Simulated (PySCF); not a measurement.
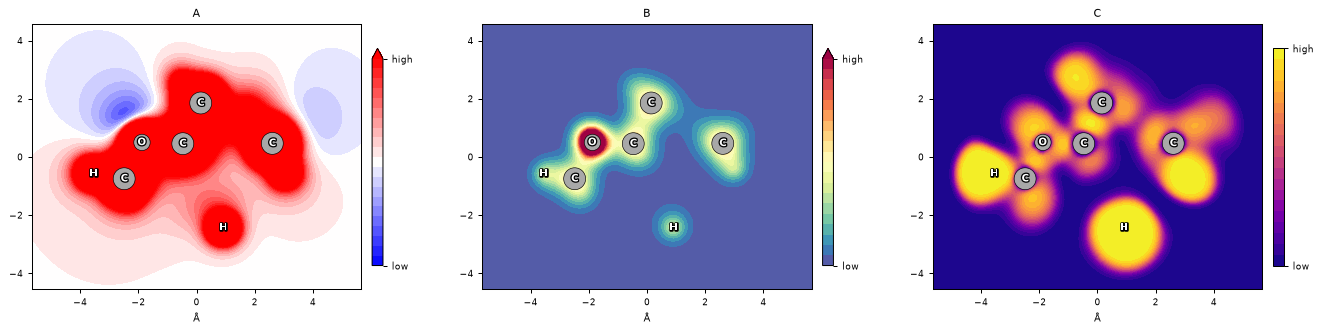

C6H13OPSi (SMILES C=CP1C[C@H](OC)[C@H]1[SiH3]): 3 fields on the plane of atoms C4, C5 and O6, with unlabelled colour scales. Grey discs cover the atomic cores.

Geometry: GFN2-xTB.

Theory: PBE0/pcSseg-1, SCF density, gas phase, non-relativistic in PySCF.

The panels show electron density, electron localisation function and electrostatic potential in some order. Assign them.

Panel A: electrostatic potential (strongly positive close to the atoms, with negative regions outside electron-rich atoms). Panel B: electron density. Panel C: electron localisation function. From the grid: C–O (1.40 Å): ρ is about 2.1 e/Å³ halfway, with its minimum of 1.8 e/Å³ about 0.5 Å from C; the ELF peaks at about 0.90 between the atoms (a polar covalent bond).
